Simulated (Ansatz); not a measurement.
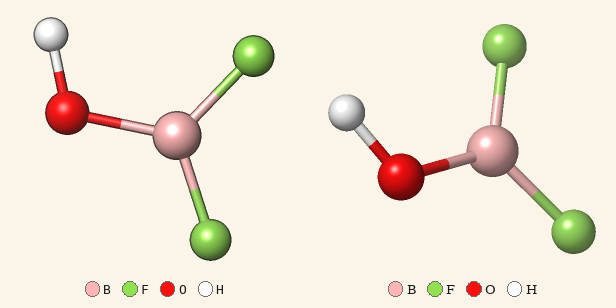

Both panels show the same species.

The computed structure is the end point of a PBE0-D4/def2-TZVP optimisation.

Description:

Formula BF2HO. This geometry has Cs symmetry. All atoms lie on one plane. Coordination: 1 B trigonal planar; 1 O bent.

More results for the same structure follow; atom numbers are the same in all pictures, views and colours differ.

**Shape**

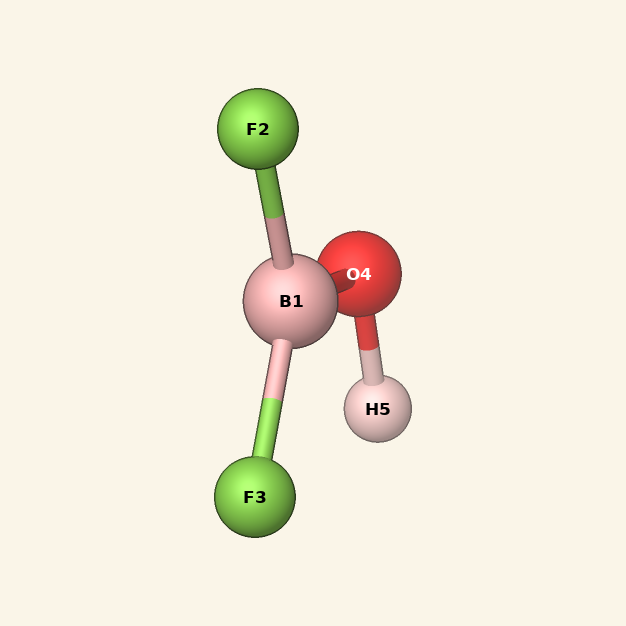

O4 lies behind B1. The molecule seen a little off the B1–O4 bond, B1 in front. Depth is shown by fading: the farther an atom, the more it takes the colour of the background.

**What is the torsion angle F2–B1–O4–H5? The sign is positive where the front bond must turn clockwise to cover the back bond.**

180°, antiperiplanar (anti).

**Electronic properties**

Level of theory: RKS PBE0-D4/def2-TZVP (Ansatz 0.2.0).

What does the calculation give?

- dipole moment: 2.01 D
- harmonic zero-point energy: 65.3 kJ/mol

**Vibrations**

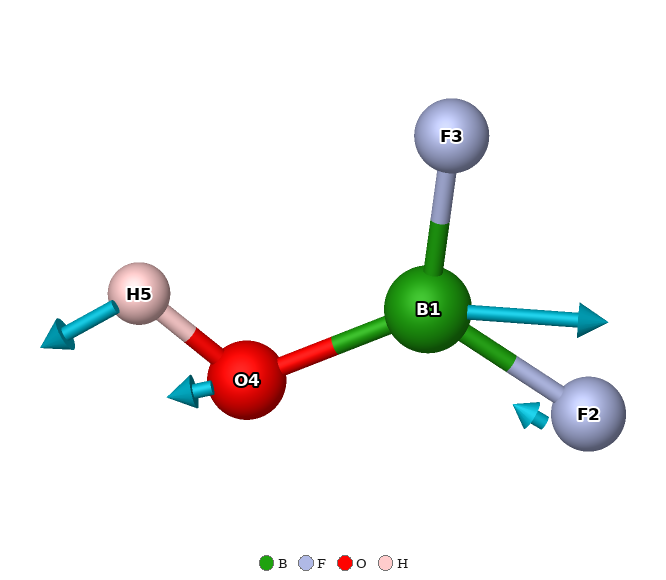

The arrows show one normal mode. Harmonic vibrations computed with RKS PBE0-D4/def2-TZVP (Ansatz 0.2.0) at a stationary point of the same level.

**Estimate its harmonic wavenumber.**

1510 cm⁻¹; it is mode 8 of 9 counted from the lowest.

**Charges**

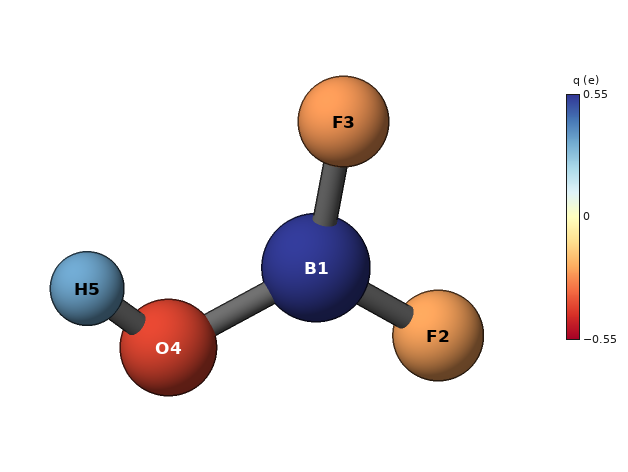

Atoms are coloured by their Mulliken charges. Method: RKS PBE0-D4/def2-TZVP (Ansatz 0.2.0).

List the Mulliken charges.

| atom | value (e) |
| --- | --- |
| B1 | 0.54 |
| F2 | −0.24 |
| F3 | −0.25 |
| O4 | −0.40 |
| H5 | 0.34 |

**Thermal motion**

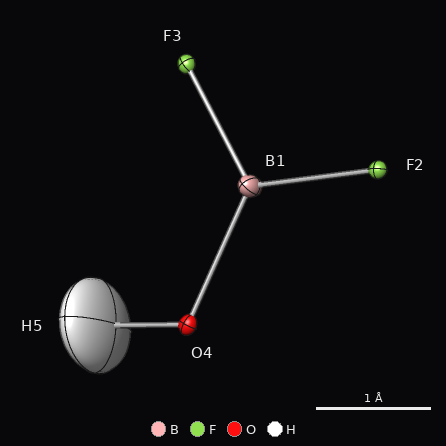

Displacement ellipsoids at the 50 % level, enlarged 2 times, from the internal vibrations of the free molecule (harmonic, no overall translation or rotation; no half-axis is drawn under 0.075 Å). Vibrations computed with RKS PBE0-D4/def2-TZVP (Ansatz 0.2.0). Temperature: 0 K (zero-point motion alone).

**Which atom has the largest mean-square displacement?**

H5, with U_eq = 0.0172 Å².

**Does H5 move more along its bond or across it?**

Across it: the root-mean-square amplitude is 0.070 Å along the bond and up to 0.167 Å across, since bending and torsion are softer than stretching.

List U_eq and the three principal root-mean-square amplitudes for each kind of atom.

```tsv
atom	U_eq (Å²)	rms amplitudes (Å)
B1	0.0014	0.033, 0.033, 0.044
F2	0.00055	0.010, 0.027, 0.029
F3	0.00055	0.009, 0.027, 0.029
O4	0.00068	0.015, 0.029, 0.031
H5	0.0172	0.069, 0.137, 0.167
```

Mulliken values depend strongly on the basis set and can even reverse the polarity of a bond.
